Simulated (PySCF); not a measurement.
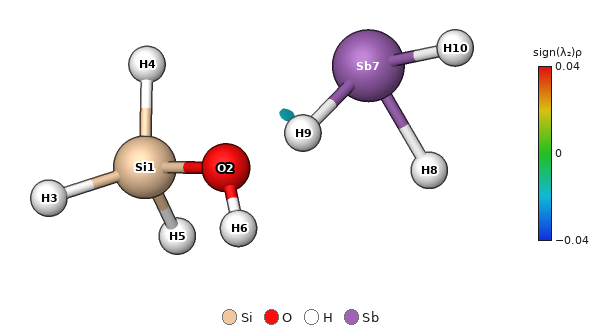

Figure. H7OSbSi, SMILES `[SiH3]O.[SbH3]`. Non-covalent interaction surfaces between the fragments (reduced density gradient s = 0.4, coloured by sign(λ₂)ρ in a.u.; trimmed to the region between the fragments where ρ is under 0.06 a.u.). Fragment A: SiH4O (atoms 1–6); fragment B: SbH3.

Level of theory: TPSS/def2-TZVP (PySCF), at a geometry from GFN2-xTB. Core potentials replace the inner electrons of Sb; spin–orbit coupling isn't included. GFN2-xTB bond lengths at metals and heavier atoms can be off by up to 0.1 Å and shapes distorted, which carries into these values.

Input

```python
import numpy as np
from pyscf import gto, scf, dft
from pyscf.scf import atom_ks, atom_hf
from scipy.linalg import block_diag
from pyscf.dispersion import dftd3

def solve(mol, dm0=None, hcore=None):
    mf = (dft.UKS if mol.spin else dft.RKS)(mol, xc='tpss')
    mf.grids.level = 3
    mf = mf.density_fit(auxbasis='def2-universal-jkfit')
    mf.conv_tol, mf.max_cycle = 1e-8, 80
    if hcore is not None:
        mf.get_hcore = lambda *args: hcore
    mf.kernel(dm0)
    if not mf.converged:
        mf = mf.newton().run(mf.mo_coeff, mf.mo_occ, max_cycle=30)
    assert mf.converged, 'SCF not converged'
    return mf

mol = gto.M(atom='''
Si     3.15222    -0.15447    -0.00026
O      1.61182     0.40067     0.00092
H      3.83625     0.33369     1.19696
H      2.95089    -1.59447    -0.00108
H      3.83527     0.33639    -1.19967
H      1.46823     1.34455     0.00021
Sb    -1.25556    -0.07771     0.00005
H     -1.07883     1.12478    -1.17766
H     -1.07787     1.12212     1.18075
H     -2.92581     0.25351    -0.00589
''', basis='def2-tzvp', ecp={'Sb': 'def2-tzvp'}, charge=0, spin=0, verbose=4)
mol_a = gto.M(atom='''
Si     3.15222    -0.15447    -0.00026
O      1.61182     0.40067     0.00092
H      3.83625     0.33369     1.19696
H      2.95089    -1.59447    -0.00108
H      3.83527     0.33639    -1.19967
H      1.46823     1.34455     0.00021
ghost-Sb    -1.25556    -0.07771     0.00005
ghost-H     -1.07883     1.12478    -1.17766
ghost-H     -1.07787     1.12212     1.18075
ghost-H     -2.92581     0.25351    -0.00589
''', basis='def2-tzvp', charge=0, spin=0, verbose=4)
mol_b = gto.M(atom='''
ghost-Si     3.15222    -0.15447    -0.00026
ghost-O      1.61182     0.40067     0.00092
ghost-H      3.83625     0.33369     1.19696
ghost-H      2.95089    -1.59447    -0.00108
ghost-H      3.83527     0.33639    -1.19967
ghost-H      1.46823     1.34455     0.00021
Sb    -1.25556    -0.07771     0.00005
H     -1.07883     1.12478    -1.17766
H     -1.07787     1.12212     1.18075
H     -2.92581     0.25351    -0.00589
''', basis='def2-tzvp', ecp={'Sb': 'def2-tzvp'}, charge=0, spin=0, verbose=4)
ab, a, b = solve(mol), solve(mol_a), solve(mol_b)
e_int = ab.e_tot - a.e_tot - b.e_tot
print('counterpoise-corrected interaction energy / kcal/mol', e_int * 627.5095)
def disp(atoms, charge):
    m = gto.M(atom=atoms, charge=charge, basis='sto-3g', spin=None, unit='Bohr', verbose=0)
    return dftd3.DFTD3Dispersion(m, xc='tpss', version='d3bj').get_dispersion()['energy']
e_disp = disp(mol._atom, mol.charge) - disp(mol._atom[:6], mol_a.charge) - disp(mol._atom[6:], mol_b.charge)
print('D3(BJ) part / kcal/mol', e_disp * 627.5095)
# spherically averaged free atoms, for the promolecule
atom_ks.AtomSphAverageRKS.init_guess_by_vsap = lambda self, mol=None: self.init_guess_by_minao(mol)  # core potentials
atm = atom_ks.get_atm_nrks(mol, xc='tpss')
pro = block_diag(*[(atm[a[0]][2] * atm[a[0]][3]) @ atm[a[0]][2].T for a in mol._atom])
np.savez('result.npz', e_int=e_int, e_disp=e_disp, dm_a=a.make_rdm1(), dm_b=b.make_rdm1(), c=ab.mo_coeff, occ=ab.mo_occ, eps=ab.mo_energy, pro=pro, d=[f.dip_moment(verbose=0) for f in (ab, a, b)])
```

Launched as:

```sh
OMP_NUM_THREADS=1 python input.py
```

The run took 70 s on 1 thread of Intel(R) Xeon(R) 6975P-C (Granite Rapids), with other jobs on the host, peak memory 0.64 GiB.

Partitions, critical points and surface values were worked out afterwards from this run's density.

Question: Which interactions hold the two fragments together?

Answer: Bond critical points between the fragments: O2···Sb7, 2.91 Å, ρ = 0.018 a.u. It appears blue-green. The pose is a local one from a semi-empirical search, not shown to be the most stable.

Question: How strongly are they bound?

Answer: The counterpoise-corrected interaction energy of the frozen fragments is +0.8 kcal/mol without dispersion correction and −1.2 kcal/mol with D3(BJ). The pair geometry is semi-empirical, not a minimum at this level.
